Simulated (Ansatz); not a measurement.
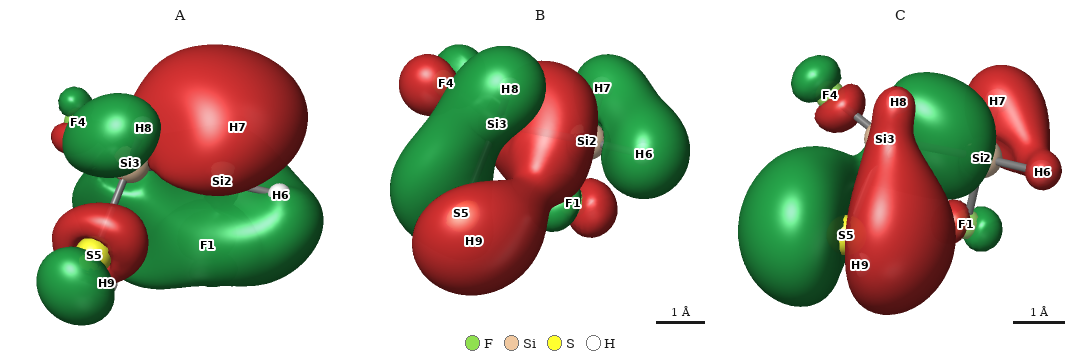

*F$_{2}$H$_{4}$SSi$_{2}$ (SMILES F[SiH2][SiH](F)S). Three frontier orbitals at ±0.06 Å⁻³ᐟ² (green and red are the two phases), in no order.*

Geometry: PBE0-D4/def2-TZVP.

Theory: RKS PBE0-D4/def2-TZVPP (Ansatz 0.2.0).

Input file:

```
crystal:
  periodic: [false, false, false]
  atoms:
    - {symbol: F, position_ang: [-1.421022, 0.404669, 1.506687]}
    - {symbol: Si, position_ang: [0.171287, 0.384940, 1.277748]}
    - {symbol: Si, position_ang: [0.529310, -0.472780, -0.878085]}
    - {symbol: F, position_ang: [0.557342, -2.074492, -0.816828]}
    - {symbol: S, position_ang: [-1.017551, 0.259917, -2.128623]}
    - {symbol: H, position_ang: [0.667707, 1.781744, 1.366708]}
    - {symbol: H, position_ang: [0.776884, -0.437450, 2.355029]}
    - {symbol: H, position_ang: [1.796702, -0.036710, -1.511668]}
    - {symbol: H, position_ang: [-1.972261, 0.143963, -1.188068]}
basis:
  gaussian: {orbitals: def2-TZVPP}
hamiltonian: {xc: pbe0, dispersion: d4}
output: {orbitals: {seedname: orbitals}}
```

Launched as:

```sh
ansatz run in.yaml --threads 4 --pin off --events-out ev --progress --plain --max-ram 10444MiB
```

**Which picture is the HOMO−1, the HOMO and the LUMO?**

B is the HOMO−1 (−8.57 eV). Its weight (Hirshfeld) is mainly on S5 (about 35 %), Si3 (about 25 %) and Si2 (about 20 %). C is the HOMO (−7.98 eV). By Hirshfeld shares it lies mainly on S5 (about 65 %), Si3 (about 15 %) and Si2 (about 10 %); largely a lone pair of S5. A is the LUMO (−1.15 eV). It lies mainly on Si2 (about 45 %), Si3 (about 25 %), S5 (about 10 %) and F1 (about 5 %).

**What is the HOMO–LUMO gap?**

6.83 eV between the orbital energies.
